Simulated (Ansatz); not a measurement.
**Squeezing and shearing amorphous carbon (160 atoms)**

How stiff is amorphous carbon (160 atoms)?

Main program and level: Ansatz 0.2.0; Kohn-Sham DFT, revPBE, PAW (set soft_2), plane waves.

## Step 1: The starting structure

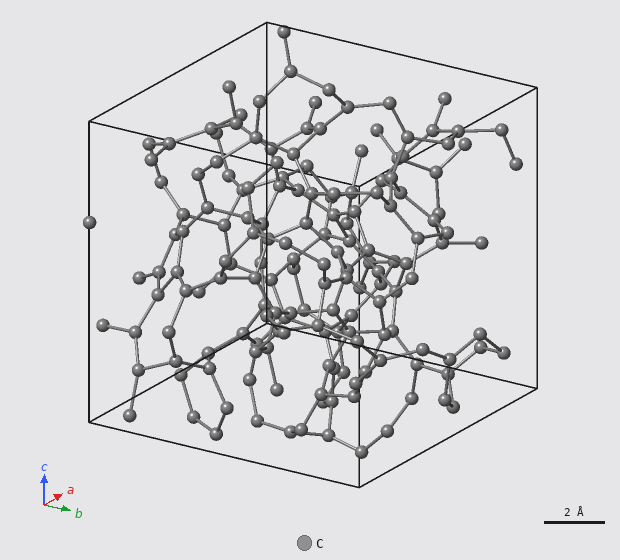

The cell as given, from a free direction (carbon grey). Bonds to atoms that aren't drawn are left out. Some periodic images of atoms are drawn too.

The cell holds 160 atoms: 160 C. Its edges and angles: a = 10.861 Å, b = 10.861 Å, c = 10.861 Å, α = 90.0°, β = 90.0°, γ = 90.0°. 160 atoms (160 C) placed at random at 2.49 g/cm³, melted at 5500 K for 10 ps at fixed volume with the LCBOP (Los and Fasolino, Phys. Rev. B 68, 024107 (2003)). Quenched from 5500 K to 700 K at 500 K/ps and fixed volume, held 5 ps.

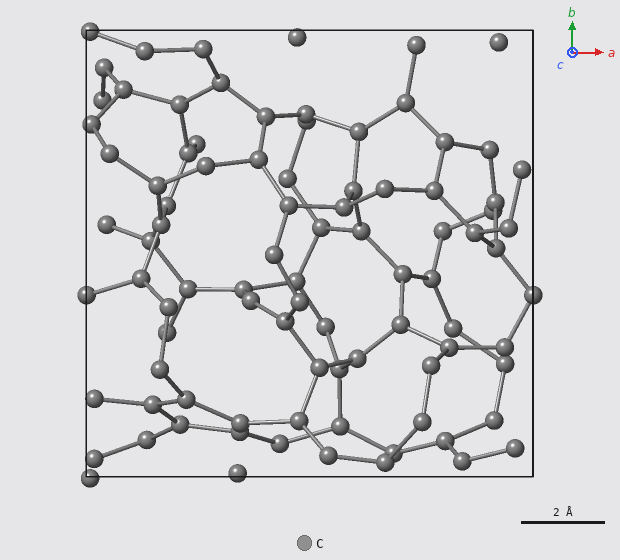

A slice 6 Å thick through the middle of the cell. Bonds to atoms that aren't drawn are left out.

Limits known from the start: The quench rate of 500 K/ps is orders of magnitude faster than experiment, which tends to freeze in extra defects. The starting topology of bonds comes from the classical model, and needn't be the one that DFT or experiment would give. Only the Γ point is sampled.

## Step 2: Single point at the start

A single point comes first, to see the forces before anything moves.

Input file input.yaml:

```yaml
crystal:
  lattice:
    - [10.8607, 0.0, 0.0]
    - [0.0, 10.8607, 0.0]
    - [0.0, 0.0, 10.8607]
  atoms:
    - { symbol: C, position: [0.70902, 0.62782, 0.19501] }
    - { symbol: C, position: [0.85091, 0.07096, 0.8016] }
    - { symbol: C, position: [0.16584, 0.11367, 0.89488] }
    - { symbol: C, position: [0.6071, 0.2645, 0.46702] }
    - { symbol: C, position: [0.16489, 0.24008, 0.68807] }
    - { symbol: C, position: [0.38213, 0.8528, 0.02996] }
    - { symbol: C, position: [0.57717, 0.60311, 0.6407] }
    - { symbol: C, position: [0.24625, 0.74426, 0.2599] }
    - { symbol: C, position: [0.4506, 0.66724, 0.29589] }
    - { symbol: C, position: [0.15617, 0.08051, 0.13998] }
    - { symbol: C, position: [0.45347, 0.60726, 0.67151] }
    - { symbol: C, position: [0.59809, 0.12511, 0.94472] }
    - { symbol: C, position: [0.7392, 0.96645, 0.56232] }
    - { symbol: C, position: [0.61041, 0.77237, 0.49442] }
    - { symbol: C, position: [0.67102, 0.90606, 0.0265] }
    - { symbol: C, position: [0.94572, 0.55635, 0.75667] }
    - { symbol: C, position: [0.96013, 0.06393, 0.56124] }
    - { symbol: C, position: [0.8038, 0.08023, 0.38244] }
    - { symbol: C, position: [0.78437, 0.33962, 0.79117] }
    - { symbol: C, position: [0.12277, 0.4436, 0.58266] }
    - { symbol: C, position: [0.40213, 0.80631, 0.5434] }
    - { symbol: C, position: [0.9237, 0.97272, 0.76497] }
    - { symbol: C, position: [0.46893, 0.75717, 0.98036] }
    - { symbol: C, position: [0.47198, 0.98378, 0.7505] }
    - { symbol: C, position: [0.14891, 0.16139, 0.48476] }
    - { symbol: C, position: [0.51142, 0.35882, 0.01802] }
    - { symbol: C, position: [0.18084, 0.32274, 0.24028] }
    - { symbol: C, position: [0.3389, 0.0078, 0.7627] }
    - { symbol: C, position: [0.55742, 0.29326, 0.12887] }
    - { symbol: C, position: [0.54216, 0.0473, 0.65602] }
    - { symbol: C, position: [0.84474, 0.97925, 0.1648] }
    - { symbol: C, position: [0.5981, 0.64021, 0.51395] }
    [... 122 atom lines left out ...]
    - { symbol: C, position: [0.37463, 0.31534, 0.96621] }
    - { symbol: C, position: [0.66435, 0.37042, 0.83858] }
    - { symbol: C, position: [0.25385, 0.84168, 0.0002] }
    - { symbol: C, position: [0.21018, 0.11703, 0.3804] }
    - { symbol: C, position: [0.81278, 0.2892, 0.55544] }
    - { symbol: C, position: [0.26178, 0.95764, 0.65563] }
kpoints:
  mp_grid: { grid: [1, 1, 1] }
hamiltonian:
  xc: revpbe
scf:
  occupations: { method: gaussian, width: 0.05 }
output:
  forces: true
```

Started as:

```console
$ ansatz run input.yaml --threads 4 --pin off --max-ram 8192MiB --backend cpu --events-out ev --progress --plain --runs-dir out
```

Numbers of over 12 decimals in the logs are rounded to 6 here.

Log:

```text
Engine: ansatz 0.2.0, aarch64-unknown-linux-gnu
Pseudopotentials: kind: paw
Pseudopotential: C, paw, valence charge 4, recommended cutoff 420 eV (normal), C.paw.azcp
[... 5 lines on functional and potentials left out ...]
Crystal: 160 atoms, lattice volume = 1281.072 Å³
Basis set: ecut = 420 eV, 25173 PW (Γ), exchange–correlation on 150×150×150 points (8 copies of the dense FFT grid, shifted against one another)
Bands: 480, of which v1, the nominal top of the filled ones, is band 320 counted from 1 (319 counted from 0)
Symmetry: 1 space group operations
Space group: P1 (ITA 1), of the structure as read, at distance tolerance 1.1e-4 Å
k-points: 1
[... 4 lines on functional and potentials left out ...]
Initial density: superposition of atomic densities (neutral atoms: chi_scale 0, normalization atom), corrected by the library's trained network
Initial wavefunctions: pseudopotential atomic-orbital guess
Functional: x = revpbe(κ = 1.245, μ = 0.219515), c = pbe(β = 0.066725)
SCF iter   1: F=—  HF=-40136.736241 eV  |F-HF|=—  |Δ(HF+E_count)|=         —  Δρ=1.63e-2  dr2=8.72e0  ethr=1.77e-3  ⟨swp⟩=5.0  Hψ=1930  notcnv=0  defer=124
preconditioner: auto → Kerker (q_TF=auto, 2.430 Å⁻¹)  [metal: Δε(μ)=0.039 eV  Ē_g=14.308 eV  σ=0.050 eV  W_gap=0.41  n_scr=304 (ndim 8)  ℏωp=26.2 eV  f_vac=0.008  D(μ)=44.91/eV (n_scr^D=340)]
SCF iter   2: F=—  HF=-40136.242349 eV  |F-HF|=—  |Δ(HF+E_count)|=   4.94e-1  Δρ=8.71e-3  dr2=3.41e0  ethr=1.36e-3  ⟨swp⟩=1.0  Hψ=552  notcnv=0  defer=124
SCF iter   3: F=—  HF=-40135.956289 eV  |F-HF|=—  |Δ(HF+E_count)|=   2.86e-1  Δρ=2.29e-3  dr2=1.72e-1  ethr=5.33e-4  ⟨swp⟩=2.0  Hψ=375  notcnv=0  defer=124
SCF iter   4: F=—  HF=-40135.957271 eV  |F-HF|=—  |Δ(HF+E_count)|=   9.81e-4  Δρ=9.85e-4  dr2=2.42e-2  ethr=2.69e-5  ⟨swp⟩=2.0  Hψ=479  notcnv=0  defer=135
SCF iter   5: F=—  HF=-40135.957286 eV  |F-HF|=—  |Δ(HF+E_count)|=   1.51e-5  Δρ=2.77e-4  dr2=3.86e-3  ethr=3.79e-6  ⟨swp⟩=2.0  Hψ=551  notcnv=0  defer=135
SCF iter   6: F=—  HF=-40135.957791 eV  |F-HF|=—  |Δ(HF+E_count)|=   5.05e-4  Δρ=1.08e-4  dr2=6.06e-4  ethr=6.03e-7  ⟨swp⟩=3.0  Hψ=722  notcnv=0  defer=135
SCF iter   7: F=—  HF=-40135.957944 eV  |F-HF|=—  |Δ(HF+E_count)|=   1.53e-4  Δρ=4.18e-5  dr2=8.14e-5  ethr=9.47e-8  ⟨swp⟩=2.0  Hψ=418  notcnv=0  defer=135
SCF iter   8: F=—  HF=-40135.955646 eV  |F-HF|=—  |Δ(HF+E_count)|=   2.30e-3  Δρ=1.70e-5  dr2=1.23e-5  ethr=1.27e-8  ⟨swp⟩=2.0  Hψ=650  notcnv=0  defer=149
SCF iter   9: F=—  HF=-40135.955653 eV  |F-HF|=—  |Δ(HF+E_count)|=   6.70e-6  Δρ=6.95e-6  dr2=1.84e-6  ethr=1.92e-9  ⟨swp⟩=2.0  Hψ=554  notcnv=0  defer=149
SCF iter  10: F=—  HF=-40135.955654 eV  |F-HF|=—  |Δ(HF+E_count)|=   1.32e-6  Δρ=2.65e-6  dr2=2.97e-7  ethr=2.87e-10  ⟨swp⟩=2.0  Hψ=634  notcnv=0  defer=149
SCF iter  11: F=-40135.955655 eV  HF=-40135.955655 eV  |F-HF|=9.35e-9  |Δ(HF+E_count)|=   2.02e-7  Δρ=1.14e-6  dr2=5.97e-8  ethr=1.56e-11  ⟨swp⟩=4.0  Hψ=1275  notcnv=0
SCF 1 converged in 11 iterations: F = -40135.955655 eV  dr2 = 5.97e-8
  greatest PAW one-centre occupation: 0.696 electrons in one spin orbital (limit 2), on the C atom at site 81 (counted from 0), in its partial waves of l = 0
SCF converged after 11 iterations
Free energy (F): -40135.955655 eV
Harris-Foulkes:  -40135.955655 eV  (|F-HF|=9.35e-9)
Internal energy: -40135.882985 eV  (E = F + TS)
E sigma→0 (E₀):  -40135.919320 eV
Entropy (-TS):   -0.072669 eV (-0.454 meV/atom)
Fermi energy:    8.272398 eV
--- Per-component energies (eV) ---
  E_band       = -333.315696
  E_kinetic    = 14371.293306
  E_local      = -19948.573480  (includes V_loc(G=0)·N_el)
  E_nonlocal   = 4273.637781
  E_hartree    = 5708.433133
  E_xc         = -7641.930084
  E_vxc        = -9453.121334  (∫ρ·V_xc dr)
  E_paw        = -15991.853948  (= ΣΔE_a)
  E_vpaw       = -993.413839  (= ΣTr[D̂ρ^β])
  E_aug_tail   = 0.001107  (compensation charges beyond the density's cutoff)
  E_ewald      = -20905.024002
  E_core_change = -1.866799  (= ΣΔE_core)
  E_smearing   = -0.072669  (= −TS)
  E_closure    = -0.000000  (closes the sum)
  Σ components = -40135.955655   (vs F -40135.955655, Δ=0.00e0)
--- Forces (eV/Å), atoms counted from 1 ---
  atom   1  C     -0.57652642    -1.89472662     1.12490516
  atom   2  C     -3.80225568     1.83022737     0.02388812
  atom   3  C     -2.96389637     1.87905603    -0.37424996
  atom   4  C      0.75984355     0.56661936     1.18668644
  atom   5  C      0.00580864     2.31086286     2.31777139
  atom   6  C     -0.84285736     1.45451220     2.39507286
  atom   7  C      2.43878555     1.09773902     0.43222116
  atom   8  C      0.52536979    -0.39861983    -0.65973437
  atom   9  C      1.11390795    -0.19955096     0.72180116
  atom  10  C      1.95142709     1.00080594    -1.35520470
  atom  11  C     -0.16289054    -1.20725660     0.38871076
  atom  12  C      0.79077938     0.13158799     3.03527764
  atom  13  C     -1.22185003     0.10977715     2.25553246
  atom  14  C      1.52491053     1.19815938     1.03117648
[...]
atom 159  C     -2.73520928    -0.83429088     2.28922004
  atom 160  C     -0.66682391     0.50247333     1.52805545
  max |Σ_I F_I| component: 1.80e-5 eV/Å
```

The job ended after 21 s (4 threads of Arm Neoverse V1, shared host; peak memory 1.8 GiB; 76 s of CPU time).

The column dr2 measures how far the density is from self-consistency, as an energy; F and HF (Harris–Foulkes) agree once it is small.

The r.m.s. force at the start is 1.7 eV/Å.

## Step 3: Cell and atoms relaxed

The cell is relaxed with the atoms, since the starting lattice needn't suit this functional.

Input file input.yaml:

```yaml
crystal:
  lattice:
    - [10.8607, 0.0, 0.0]
    - [0.0, 10.8607, 0.0]
    - [0.0, 0.0, 10.8607]
  atoms:
    [... the 160 atom lines of step 2 ...]
kpoints:
  mp_grid: { grid: [1, 1, 1] }
hamiltonian:
  xc: revpbe
scf:
  occupations: { method: gaussian, width: 0.05 }
output:
  forces: true
relax:
  f_tol: 0.05
  max_steps: 150
  cell: {}
```

Log:

```text
[...]
Crystal: 160 atoms, lattice volume = 1281.072 Å³
Basis set: ecut = 420 eV, 25173 PW (Γ), exchange–correlation on 150×150×150 points (8 copies of the dense FFT grid, shifted against one another)
Bands: 480, of which v1, the nominal top of the filled ones, is band 320 counted from 1 (319 counted from 0)
Symmetry: 1 space group operations
[...]
k-points: 1
[...]
SCF iter   1: F=—  HF=-40136.736241 eV  |F-HF|=—  |Δ(HF+E_count)|=         —  Δρ=1.63e-2  dr2=8.72e0  ethr=1.77e-3  ⟨swp⟩=5.0  Hψ=1930  notcnv=0  defer=124
[...]
SCF iter  11: F=-40135.955655 eV  HF=-40135.955655 eV  |F-HF|=9.37e-9  |Δ(HF+E_count)|=   2.02e-7  Δρ=1.14e-6  dr2=5.96e-8  ethr=1.56e-11  ⟨swp⟩=4.0  Hψ=1275  notcnv=0
SCF 1 converged in 11 iterations: F = -40135.955655 eV  dr2 = 5.96e-8
[...]
relax step   1: F+E_penalty+E_count = -40135.95565460 eV  Δ(F+E_penalty+E_count) = +0.000e0 eV  max|allowed force component| = 5.867e0 eV/Å  Δτ_max = 0.0000 Å  P = +3.892 GPa  Ω = 1281.072 Å³  (11 SCF iters, dr2 threshold 1.00e-7 eV, accepted)
[... from here on, the SCF cycles and remarks between the steps are left out ...]
relax step   2: F+E_penalty+E_count = -40150.14840736 eV  Δ(F+E_penalty+E_count) = -1.419e1 eV  max|allowed force component| = 3.796e0 eV/Å  Δτ_max = 0.1949 Å  P = -0.471 GPa  Ω = 1302.719 Å³  energy of the carried Pulay correction = -7.078e-2 eV  (11 SCF iters, dr2 threshold 1.60e-5 eV, accepted)
relax step   3: F+E_penalty+E_count = -40157.25783652 eV  Δ(F+E_penalty+E_count) = -7.109e0 eV  max|allowed force component| = 1.356e0 eV/Å  Δτ_max = 0.2000 Å  P = -0.033 GPa  Ω = 1305.157 Å³  energy of the carried Pulay correction = -7.868e-2 eV  (10 SCF iters, dr2 threshold 1.60e-5 eV, accepted)
relax step   4: F+E_penalty+E_count = -40157.71537694 eV  Δ(F+E_penalty+E_count) = -4.575e-1 eV  max|allowed force component| = 4.724e0 eV/Å  Δτ_max = 0.2000 Å  P = +0.192 GPa  Ω = 1303.340 Å³  energy of the carried Pulay correction = -7.279e-2 eV  (10 SCF iters, dr2 threshold 1.60e-5 eV, accepted)
relax step   5: F+E_penalty+E_count = -40158.43065696 eV  Δ(F+E_penalty+E_count) = -7.153e-1 eV  max|allowed force component| = 5.309e-1 eV/Å  Δτ_max = 0.0905 Å  P = -0.192 GPa  Ω = 1304.185 Å³  energy of the carried Pulay correction = -7.553e-2 eV  (8 SCF iters, dr2 threshold 1.60e-5 eV, accepted)
relax step   6: F+E_penalty+E_count = -40158.52582151 eV  Δ(F+E_penalty+E_count) = -9.516e-2 eV  max|allowed force component| = 2.293e-1 eV/Å  Δτ_max = 0.0250 Å  P = -0.018 GPa  Ω = 1302.442 Å³  energy of the carried Pulay correction = -6.988e-2 eV  (7 SCF iters, dr2 threshold 1.60e-5 eV, accepted)
relax step   7: F+E_penalty+E_count = -40158.60119076 eV  Δ(F+E_penalty+E_count) = -7.537e-2 eV  max|allowed force component| = 2.148e-1 eV/Å  Δτ_max = 0.0428 Å  P = +0.036 GPa  Ω = 1300.985 Å³  energy of the carried Pulay correction = -6.515e-2 eV  (9 SCF iters, dr2 threshold 3.29e-6 eV, accepted)
relax step   8: F+E_penalty+E_count = -40158.64559912 eV  Δ(F+E_penalty+E_count) = -4.441e-2 eV  max|allowed force component| = 2.345e-1 eV/Å  Δτ_max = 0.0315 Å  P = +0.033 GPa  Ω = 1300.524 Å³  energy of the carried Pulay correction = -6.366e-2 eV  (9 SCF iters, dr2 threshold 2.88e-6 eV, accepted)
relax step   9: F+E_penalty+E_count = -40158.72954360 eV  Δ(F+E_penalty+E_count) = -8.394e-2 eV  max|allowed force component| = 3.966e-1 eV/Å  Δτ_max = 0.0938 Å  P = -0.030 GPa  Ω = 1299.954 Å³  energy of the carried Pulay correction = -6.180e-2 eV  (8 SCF iters, dr2 threshold 3.44e-6 eV, accepted)
relax step  10: F+E_penalty+E_count = -40158.81640338 eV  Δ(F+E_penalty+E_count) = -8.686e-2 eV  max|allowed force component| = 4.541e-1 eV/Å  Δτ_max = 0.1177 Å  P = -0.113 GPa  Ω = 1299.925 Å³  energy of the carried Pulay correction = -6.171e-2 eV  (10 SCF iters, dr2 threshold 9.83e-6 eV, accepted)
relax step  11: F+E_penalty+E_count = -40158.89595717 eV  Δ(F+E_penalty+E_count) = -7.955e-2 eV  max|allowed force component| = 1.003e0 eV/Å  Δτ_max = 0.1430 Å  P = +0.029 GPa  Ω = 1299.767 Å³  energy of the carried Pulay correction = -6.120e-2 eV  (10 SCF iters, dr2 threshold 1.29e-5 eV, accepted)
relax step  12: F+E_penalty+E_count = -40158.99248261 eV  Δ(F+E_penalty+E_count) = -9.653e-2 eV  max|allowed force component| = 6.761e-1 eV/Å  Δτ_max = 0.0787 Å  P = +0.032 GPa  Ω = 1302.338 Å³  energy of the carried Pulay correction = -6.954e-2 eV  (6 SCF iters, dr2 threshold 1.60e-5 eV, accepted)
relax step  13: F+E_penalty+E_count = -40159.10075311 eV  Δ(F+E_penalty+E_count) = -1.083e-1 eV  max|allowed force component| = 7.692e-1 eV/Å  Δτ_max = 0.0695 Å  P = -0.074 GPa  Ω = 1301.645 Å³  energy of the carried Pulay correction = -6.730e-2 eV  (6 SCF iters, dr2 threshold 1.60e-5 eV, accepted)
relax step  14: F+E_penalty+E_count = -40159.16971531 eV  Δ(F+E_penalty+E_count) = -6.896e-2 eV  max|allowed force component| = 5.475e-1 eV/Å  Δτ_max = 0.0321 Å  P = +0.189 GPa  Ω = 1299.792 Å³  energy of the carried Pulay correction = -6.128e-2 eV  (6 SCF iters, dr2 threshold 1.60e-5 eV, accepted)
[...]
relax step  22: F+E_penalty+E_count = -40159.40736947 eV  Δ(F+E_penalty+E_count) = -7.833e-2 eV  max|allowed force component| = 7.055e-1 eV/Å  Δτ_max = 0.0969 Å  P = -0.100 GPa  Ω = 1302.168 Å³  energy of the carried Pulay correction = -6.899e-2 eV  (9 SCF iters, dr2 threshold 1.60e-5 eV, accepted)
relax step  23: F+E_penalty+E_count = -40159.24261568 eV  Δ(F+E_penalty+E_count) = +1.648e-1 eV  max|allowed force component| = 1.875e0 eV/Å  Δτ_max = 0.1367 Å  P = +0.025 GPa  Ω = 1301.750 Å³  energy of the carried Pulay correction = -6.763e-2 eV  (9 SCF iters, dr2 threshold 1.60e-5 eV, rejected (line search))
relax step  24: F+E_penalty+E_count = -40159.49054402 eV  Δ(F+E_penalty+E_count) = -8.317e-2 eV  max|allowed force component| = 5.947e-1 eV/Å  Δτ_max = 0.0295 Å  P = -0.270 GPa  Ω = 1302.974 Å³  energy of the carried Pulay correction = -7.160e-2 eV  (18 SCF iters, accepted)
relax step  25: F+E_penalty+E_count = -40159.54690262 eV  Δ(F+E_penalty+E_count) = -5.636e-2 eV  max|allowed force component| = 8.432e-1 eV/Å  Δτ_max = 0.0717 Å  P = +0.576 GPa  Ω = 1299.689 Å³  energy of the carried Pulay correction = -6.094e-2 eV  (9 SCF iters, dr2 threshold 1.60e-5 eV, accepted)
relax step  26: F+E_penalty+E_count = -40159.56144508 eV  Δ(F+E_penalty+E_count) = -1.454e-2 eV  max|allowed force component| = 7.481e-1 eV/Å  Δτ_max = 0.0266 Å  P = -0.402 GPa  Ω = 1303.983 Å³  energy of the carried Pulay correction = -7.488e-2 eV  (8 SCF iters, dr2 threshold 1.60e-5 eV, accepted)
relax step  27: F+E_penalty+E_count = -40159.58294041 eV  Δ(F+E_penalty+E_count) = -2.150e-2 eV  max|allowed force component| = 2.224e-1 eV/Å  Δτ_max = 0.0166 Å  P = +0.052 GPa  Ω = 1301.894 Å³  energy of the carried Pulay correction = -6.810e-2 eV  (7 SCF iters, dr2 threshold 1.60e-5 eV, accepted)
relax step  28: F+E_penalty+E_count = -40159.58798753 eV  Δ(F+E_penalty+E_count) = -5.047e-3 eV  max|allowed force component| = 1.059e-1 eV/Å  Δτ_max = 0.0084 Å  P = -0.004 GPa  Ω = 1302.284 Å³  energy of the carried Pulay correction = -6.937e-2 eV  (7 SCF iters, dr2 threshold 3.09e-6 eV, accepted)
relax step  29: F+E_penalty+E_count = -40159.59017100 eV  Δ(F+E_penalty+E_count) = -2.183e-3 eV  max|allowed force component| = 5.083e-2 eV/Å  Δτ_max = 0.0111 Å  P = -0.001 GPa  Ω = 1302.321 Å³  energy of the carried Pulay correction = -6.949e-2 eV  (8 SCF iters, dr2 threshold 7.01e-7 eV, accepted)
relax step  30: F+E_penalty+E_count = -40159.59069409 eV  Δ(F+E_penalty+E_count) = -5.231e-4 eV  max|allowed force component| = 2.548e-2 eV/Å  Δτ_max = 0.0101 Å  P = -0.006 GPa  Ω = 1302.455 Å³  energy of the carried Pulay correction = -6.992e-2 eV  (9 SCF iters, dr2 threshold 1.61e-7 eV, accepted)
relax step  31: F+E_penalty+E_count = -40159.73283354 eV  Δ(F+E_penalty+E_count) = -1.421e-1 eV  max|allowed force component| = 2.604e-2 eV/Å  Δτ_max = 0.0000 Å  P = +0.152 GPa  Ω = 1302.455 Å³  stress off target by 4.50e-1 GPa  SCF on the basis re-selected at this cell (its energy is not comparable with the rows above)  (8 SCF iters)
relax step  32: F+E_penalty+E_count = -40159.72988984 eV  Δ(F+E_penalty+E_count) = +2.944e-3 eV  max|allowed force component| = 4.015e-2 eV/Å  Δτ_max = 0.0072 Å  P = -0.079 GPa  Ω = 1304.174 Å³  energy of the carried Pulay correction = -5.819e-3 eV  (9 SCF iters, dr2 threshold 5.07e-7 eV, accepted)
relax step  33: F+E_penalty+E_count = -40159.73279447 eV  Δ(F+E_penalty+E_count) = -2.905e-3 eV  max|allowed force component| = 1.515e-2 eV/Å  Δτ_max = 0.0039 Å  P = -0.016 GPa  Ω = 1303.717 Å³  energy of the carried Pulay correction = -4.270e-3 eV  (9 SCF iters, dr2 threshold 1.13e-7 eV, accepted)
relax step  34: F+E_penalty+E_count = -40159.73623786 eV  Δ(F+E_penalty+E_count) = -3.443e-3 eV  max|allowed force component| = 1.517e-2 eV/Å  Δτ_max = 0.0000 Å  P = -0.015 GPa  Ω = 1303.717 Å³  stress off target by 2.00e-2 GPa  SCF on the basis re-selected at this cell (its energy is not comparable with the rows above)  (6 SCF iters)
[...]
SCF converged after 6 iterations
Free energy (F): -40159.736238 eV
[...]
Internal energy: -40159.735811 eV  (E = F + TS)
E sigma→0 (E₀):  -40159.736025 eV
Entropy (-TS):   -0.000427 eV (-0.003 meV/atom)
Fermi energy:    8.098194 eV
[...]
--- Forces (eV/Å), atoms counted from 1 ---
  atom   1  C      0.00331584    -0.01517277    -0.00371375
  atom   2  C      0.00781051     0.00468846     0.00325325
  atom   3  C      0.00216526    -0.00006533     0.00335920
  atom   4  C      0.00179392     0.00388757     0.00210651
  atom   5  C      0.00045330     0.00163311    -0.00099054
  atom   6  C     -0.00457406     0.00483687    -0.00080053
  atom   7  C      0.00231233     0.00338325     0.00464578
  atom   8  C      0.00444162     0.00010957    -0.00110824
  atom   9  C     -0.00357771     0.00287178     0.00787603
  atom  10  C     -0.00219020    -0.00250648     0.00373766
  atom  11  C     -0.00175393    -0.00222684     0.00182402
  atom  12  C     -0.00205362    -0.00175927    -0.00121739
  atom  13  C      0.00489504     0.00009478    -0.00276993
  atom  14  C      0.00486067    -0.00782753     0.00211771
[...]
atom 159  C     -0.00352519     0.00260178     0.00617823
  atom 160  C      0.00048302    -0.00366307     0.00103389
  max |Σ_I F_I| component: 1.10e-5 eV/Å
--- Stress (GPa, compression-positive) ---
       -0.018800      -0.002269      -0.001707
       -0.002268      -0.013267       0.000157
       -0.001706       0.000157      -0.014083
  P = ⅓ Tr σ = -0.0154 GPa (-0.154 kbar)
--- Relaxed structure (32 steps of the walk, 30 accepted, 2 SCFs on fresh bases) ---
  F+E_penalty+E_count = -40159.73623786 eV   max|allowed force component| = 1.517e-2 eV/Å   (the final SCF, on the basis selected at the relaxed cell)
  cell:  # Å, volume = 1303.7168 Å³
    - [10.783335, 0.386830, -0.026349]
    - [0.386830, 11.041406, 0.126229]
    - [-0.026349, 0.126229, 10.965101]
  atoms:
    - { symbol: C, position: [0.699021, 0.632697, 0.190502] }
    - { symbol: C, position: [0.820864, 0.078181, 0.807258] }
    - { symbol: C, position: [0.175440, 0.126099, 0.897084] }
    - { symbol: C, position: [0.620926, 0.267783, 0.466021] }
[...]
- { symbol: C, position: [0.256600, 0.961025, 0.675590] }
```

Wall time 11 min (4 threads); peak memory 1.9 GiB; 42 min of CPU time.

The relaxation converged after 32 steps, with a largest force component of 0.015 eV/Å.

(Part 1 of 3 ends here.)

[Logs are printed without paths, hosts, clocks, repeated set-up lines and the standing remarks that a program may print on its own settings, such as how far it seeks lower states.]

[Hosts, paths, dates, database ids (printed as entryN), source tags and the programs' standing remarks are cut or masked in the printed files.]
